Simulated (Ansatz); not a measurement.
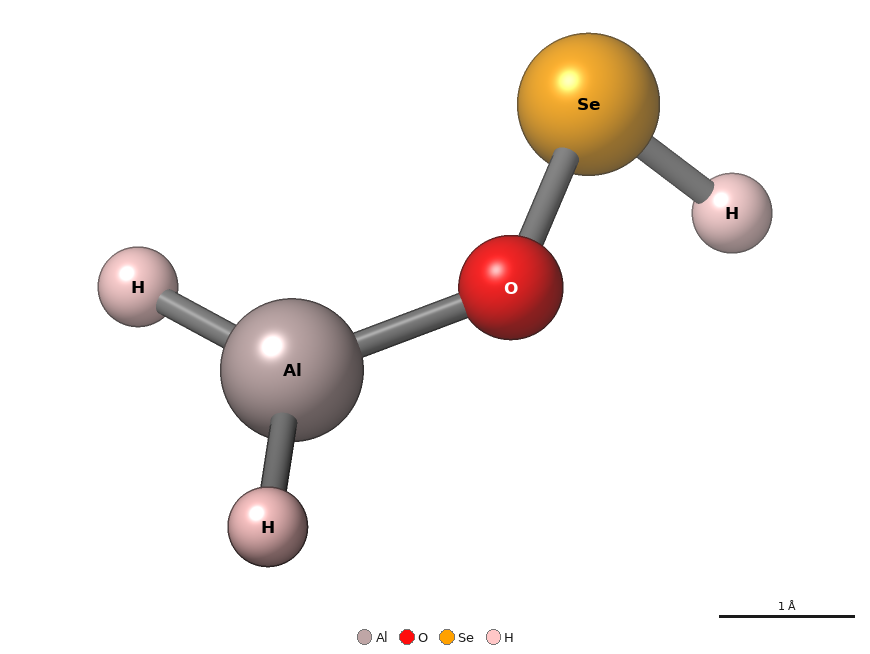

Atoms fade into the background with distance from the viewer. The geometry was computed by an optimisation with PBE-D4/def2-SVP. No frequency run is at hand to confirm it as a minimum. Masses are those of the most abundant isotopes; constants are for the rigid equilibrium geometry.

### What kind of rotor is it, and what are its rotational constants in MHz?

An asymmetric top (C1): A = 34578, B = 2152, C = 2050 MHz. Ray's parameter κ is −0.99, close to the prolate limit.
